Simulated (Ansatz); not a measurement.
A series of calculations on BH3OCl2

**1. Relaxation**

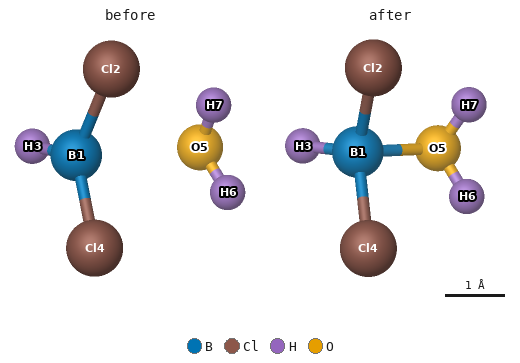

The structure of BH$_{3}$OCl$_{2}$ before (left) and after (right) a relaxation, at one scale.

A ball-and-stick model, seen from a free direction.

The run prepares an end point of a later path (reaction) calculation, from a guessed geometry.

All numbers below come from Ansatz 0.2.0, RKS r2SCAN-D4/def2-SVP. Set-up: no spin polarisation; force threshold 0.03 eV/Å; at most 50 steps.

> Summarise the run.

Over 8 accepted moves (9 points after the start) the energy falls by 10.1 kcal/mol. Largest force component: 1 eV/Å at the start, 0.0058 eV/Å at the end. The line search rejected the trial step at point 5 of the run. The forces were under the threshold at step 7, but the run went on from there. O5 moves most after the best rigid fit: 0.48 Å. Largest moves by element: O 0.48 Å, B 0.44 Å, H 0.39 Å, Cl 0.27 Å. Some distances before and after: B1–O5 2.599 → 1.672 Å, B1–Cl4 1.750 → 1.833 Å, O5–H6 0.968 → 0.977 Å, O5–H7 0.986 → 0.977 Å. New bonds form, among them: B1–O5 (2.60 → 1.67 Å). Bond angles that change, for instance: H3–B1–Cl4 121.8° → 115.0°, Cl2–B1–H3 119.1° → 115.0°, H6–O5–H7 103.0° → 106.6°. The run took 25 s on 2 threads of Arm Neoverse V1, with other jobs on the host, peak memory 0.16 GiB.

Limits of the set-up: the start holds two separate molecules, 2.6 Å apart at their closest, whose relative position is a soft coordinate.

**2. Relaxation**

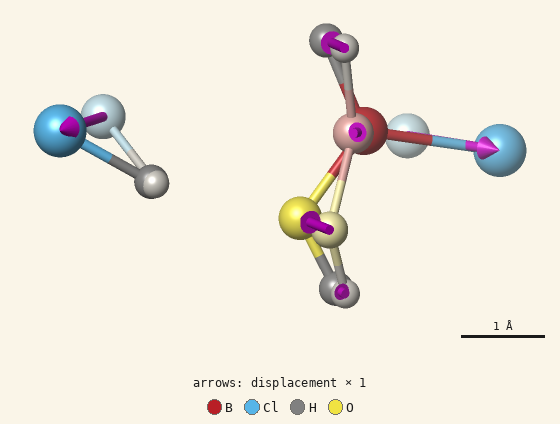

A relaxation of BH3OCl2. The starting structure is drawn faded, the final one solid; purple arrows show the displacements, at their true length. The two geometries are superimposed by the best rigid fit.

Style: ball-and-stick. Shown at a tilt.

The run prepares an end point of a later path (reaction) calculation, from a guessed geometry.

Level of theory: Ansatz, RKS r2SCAN-D4/def2-SVP. Settings: no spin polarisation; force threshold 0.03 eV/Å; at most 50 steps.

> Describe the change and its energy.

After 24 accepted moves (26 points after the start) the energy has fallen by 0.096 eV. The largest force component goes from 1 to 0.019 eV/Å. The line search rejected the trial steps at points 9, 16 of the run. The forces were under the threshold at step 10, but the run went on from there. The largest move after the best rigid fit is that of a Cl atom, 1.41 Å. By element the largest moves are Cl 1.41 Å, H 0.78 Å, O 0.72 Å, B 0.29 Å. Among the contacts that change: Cl–H 1.333 → 1.297 Å, B–O 1.379 → 1.352 Å.

Limits of the set-up: the start holds two separate molecules, 2.2 Å apart at their closest, whose relative position is a soft coordinate.

**3. Path**

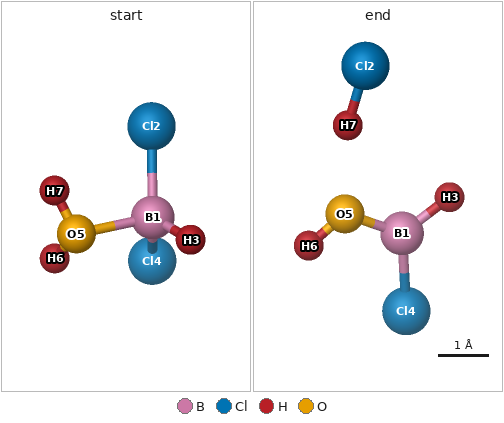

The two relaxed end points of a path for BH₃OCl₂. A ball-and-stick model, seen at a tilt.

Method: RKS r2SCAN-D4/def2-SVP in Ansatz 0.2.0.

Settings: 7 movable images; climbing image; force threshold 0.03 eV/Å; iteration limit 60.

Start:
```xyz
7

B     0.0093   -0.1099    0.1571
Cl   -0.0734    0.5645    1.8601
H     1.0411    0.0958   -0.4200
Cl   -1.5038    0.1447   -0.8462
O    -0.0372   -1.7579    0.4368
H    -0.8778   -2.0546    0.0368
H    -0.1423   -1.8439    1.4044
```

End:
```xyz
7

B    -0.3343   -0.3169   -0.5437
Cl    0.8788   -0.5146    3.0980
H     0.3650    0.6051   -0.2311
Cl   -1.0792   -0.3827   -2.1431
O    -0.5467   -1.3119    0.3465
H    -1.1226   -2.0220    0.0241
H     0.2549   -1.0181    2.0784
```

Predict the minimum-energy path and its barrier.

The energy climbs by 15.1 kcal/mol to image 2 and then falls by 18.7 kcal/mol, so the end point sits at −3.6 kcal/mol. Breaking: B1–Cl2 (1.83 → 2.25 at the top → 3.84 Å), O5–H7 (0.98 → 1.26 at the top → 1.93 Å). Forming: Cl2–H7 (2.45 → 1.53 at the top → 1.30 Å). The band converged in 14 iterations, with a climbing image at the top. At the top, the vibrational analysis gives one imaginary mode (921i cm⁻¹), as a transition state must have.

Energies of the converged images:

```csv
image,path (Å),E (kcal/mol)
0,0.00,0.0
1,0.45,4.4
2,0.90,15.1
3,1.44,1.9
4,1.98,-2.7
5,2.52,-3.2
6,3.07,-3.3
7,3.61,-3.5
8,4.15,-3.6
```

The geometry at the top of the path:

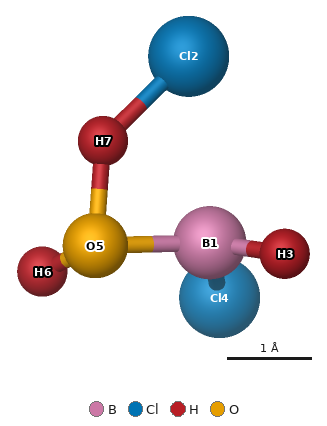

The run took 3.7 min on 2 threads of Arm Neoverse V1, on a shared host, peak memory 0.16 GiB.
